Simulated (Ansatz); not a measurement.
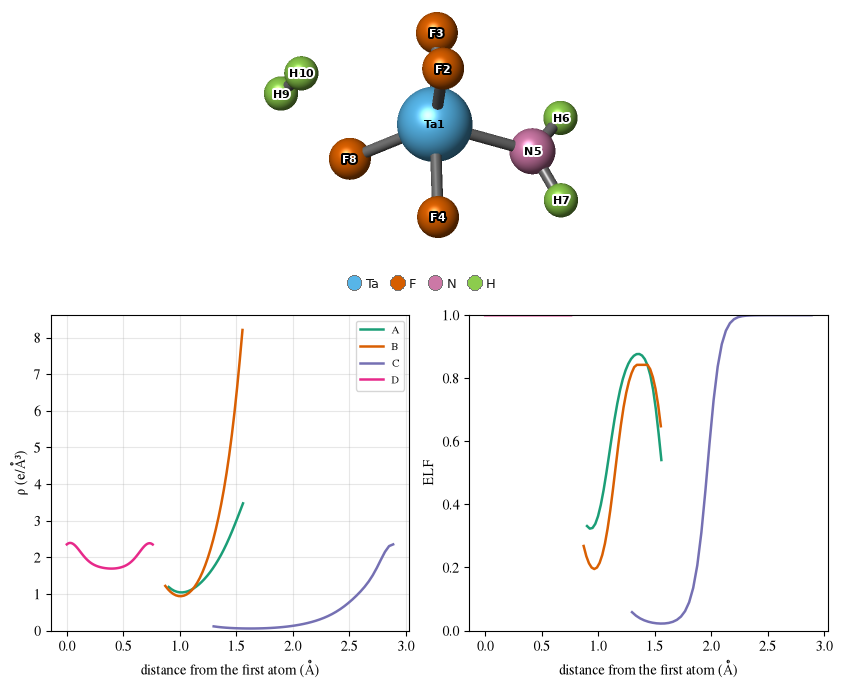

*F4H2NTa···H2. Electron density and ELF along straight lines between neighbouring atoms. The curves leave out the atomic cores. The structure is drawn too.*

Core potentials replace the inner electrons of Ta.

Computed with Ansatz, RKS r2SCAN-D4/def2-SVP.

Input

```
crystal:
  periodic: [false, false, false]
  atoms:
    - { symbol: Ta, position_ang: [-0.067456, 0.154386, 0.088734] }
    - { symbol: F, position_ang: [1.828892, 0.298551, 0.257101] }
    - { symbol: F, position_ang: [-0.295127, 0.358309, 1.95576] }
    - { symbol: F, position_ang: [0.078031, 0.128355, -1.797275] }
    - { symbol: "N", position_ang: [-1.031448, 1.839427, -0.112155] }
    - { symbol: H, position_ang: [-1.392724, 2.370896, 0.675899] }
    - { symbol: H, position_ang: [-1.224777, 2.278211, -1.008163] }
    - { symbol: F, position_ang: [-1.147417, -1.383191, 0.06839] }
    - { symbol: H, position_ang: [1.368918, -2.345149, 0.912315] }
    - { symbol: H, position_ang: [1.768208, -1.759894, 0.795695] }
basis:
  gaussian: { orbitals: def2-SVP }
hamiltonian:
  xc: r2scan
  dispersion: d4
relax:
  f_tol: 0.03
  max_steps: 50
output:
  orbitals: {}
```

Launched as:

```sh
ansatz run input.yaml --threads 4 --pin off --max-ram 5120MiB --backend cpu --events-out ev --progress --plain --runs-dir out
```

The fields are those of the run's last geometry, not of the input's.

Q: Which curve belongs to which contact (H–H, Ta–F, Ta–H and Ta–N)? The first atom named is at distance zero.

A: Curve A: Ta–N (1.95 Å): ρ at the midpoint is about 1.1 e/Å³; the ELF peaks at about 0.90 in the valence shell of N, 0.6 Å from its nucleus, and is about 0.35 at the midpoint. Curve B: Ta–F (1.88 Å): ρ is about 1 e/Å³ halfway; the ELF peaks at about 0.85 in the valence shell of F, 0.5 Å from its nucleus, and drops to about 0.20 between the two atoms. Curve C: Ta1···H9 (2.89 Å): the density falls to about 0.06 e/Å³ on the way; the ELF dips to about 0 between them. Curve D: H–H (0.76 Å): ρ at the midpoint is about 1.7 e/Å³; the ELF is about 1 at the midpoint.
